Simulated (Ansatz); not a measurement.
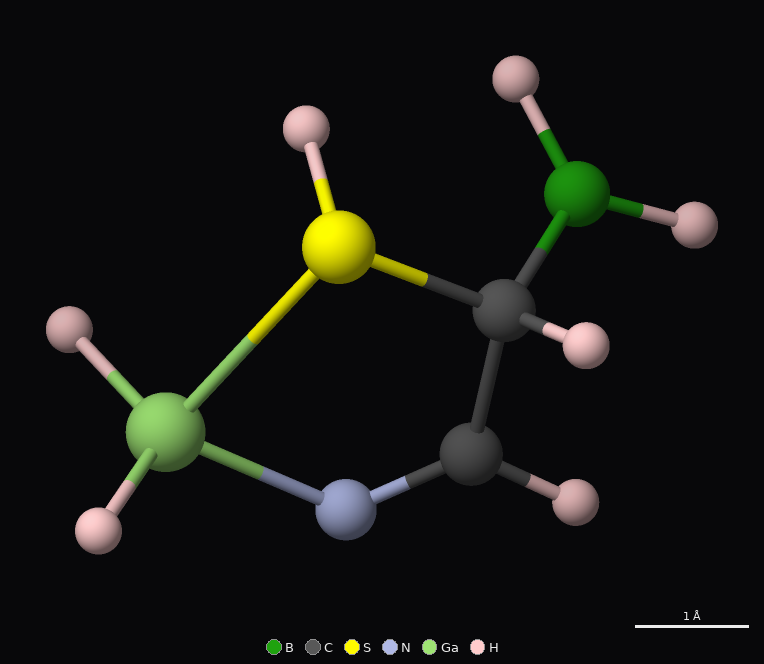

The picture shows a molecular structure as a ball-and-stick model.

Computed geometry: PBE0-D4/def2-TZVP optimisation.

What does the picture show?

It has 13 atoms: 2 carbon, 7 hydrogen, 1 boron, 1 gallium, 1 nitrogen and 1 sulfur (C2H7BGaNS). The point group is C1. Coordination, clear cases only: 1 B trigonal planar; 1 C tetrahedral; 1 S trigonal pyramidal; 1 C trigonal planar; 1 N bent.

More results for the same structure follow; atom numbers are the same in all pictures, views and colours differ.

### Geometry

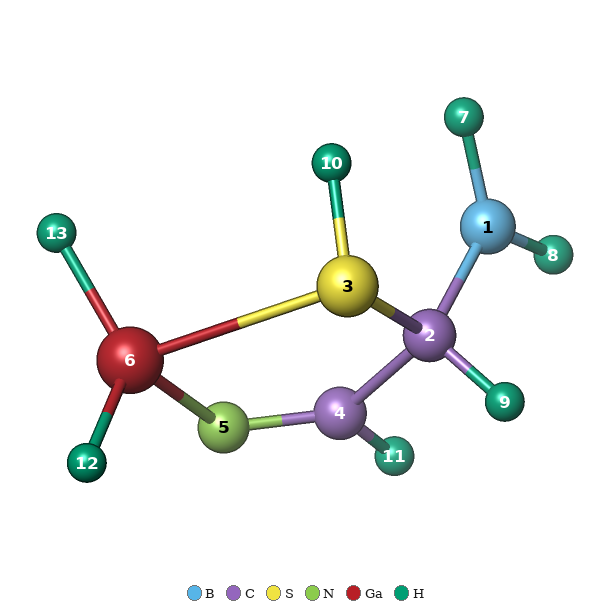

Atoms carry their numbers in the input.

List the bonds and their lengths.

```json
{"bond": "B1–C2", "length (Å)": "1.552"}
{"bond": "B1–H7", "length (Å)": "1.195"}
{"bond": "B1–H8", "length (Å)": "1.195"}
{"bond": "C2–S3", "length (Å)": "1.807"}
{"bond": "C2–C4", "length (Å)": "1.568"}
{"bond": "C2–H9", "length (Å)": "1.097"}
{"bond": "S3–Ga6", "length (Å)": "2.559"}
{"bond": "S3–H10", "length (Å)": "1.342"}
{"bond": "C4–N5", "length (Å)": "1.239"}
{"bond": "C4–H11", "length (Å)": "1.099"}
{"bond": "N5–Ga6", "length (Å)": "1.904"}
{"bond": "Ga6–H12", "length (Å)": "1.565"}
{"bond": "Ga6–H13", "length (Å)": "1.569"}
```

### Electronic properties

Properties computed with RKS B3LYP-D4/def2-TZVPP (Ansatz 0.2.0).

Question: What is the LUMO energy (Kohn–Sham orbital)?

Answer: −2.45 eV.

Question: What is the vertical ionisation energy?

Answer: 8.57 eV.

Question: Give the dipole moment at this level.

Answer: 3.69 D.

Question: Give the dispersion correction at this level.

Answer: −63.0 kJ/mol.

### Vibrations

Harmonic vibrations computed with RKS PBE0-D4/def2-TZVP (Ansatz 0.2.0) at a stationary point of the same level.

Question: List the wavenumbers.

Answer: 33 modes: 48, 147, 183, 229, 294, 315, 360, 383, 504, 526, 535, 615, 630, 675, 732, 771, 836, 884, 970, 988, 1050, 1109, 1209, 1254, 1347, 1773, 1962, 1979, 2591, 2680, 2712, 3014, 3059 cm⁻¹.

### Charges

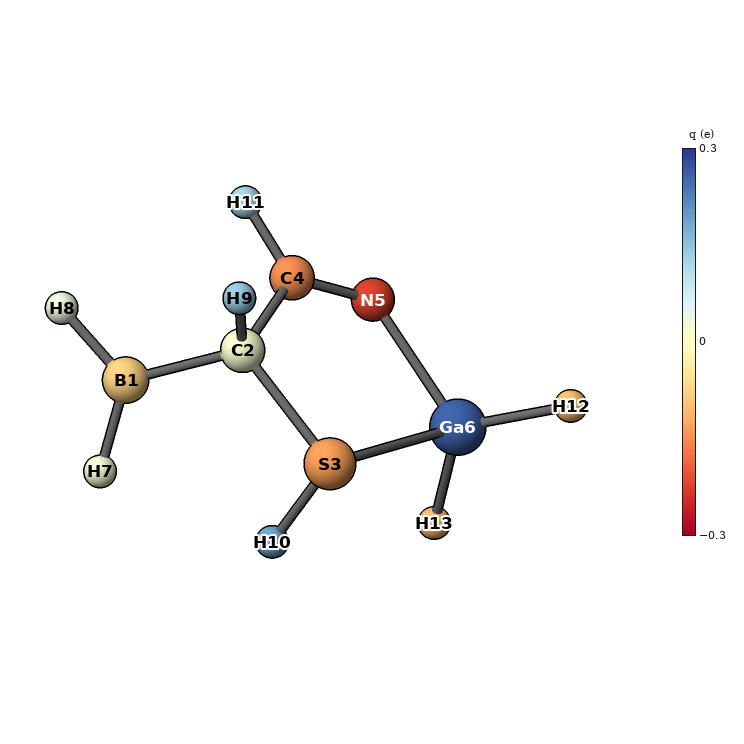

Atoms are coloured by their Mulliken charges. Properties computed with RKS PBE0-D4/def2-TZVP (Ansatz 0.2.0).

List the Mulliken charges.

| atom | value (e) |
| --- | --- |
| B1 | −0.08 |
| C2 | 0.01 |
| S3 | −0.13 |
| C4 | −0.15 |
| N5 | −0.22 |
| Ga6 | 0.25 |
| H7 | 0.02 |
| H8 | 0.04 |
| H9 | 0.14 |
| H10 | 0.19 |
| H11 | 0.12 |
| H12 | −0.10 |
| H13 | −0.10 |

Mulliken values depend strongly on the basis set and can even reverse the polarity of a bond.
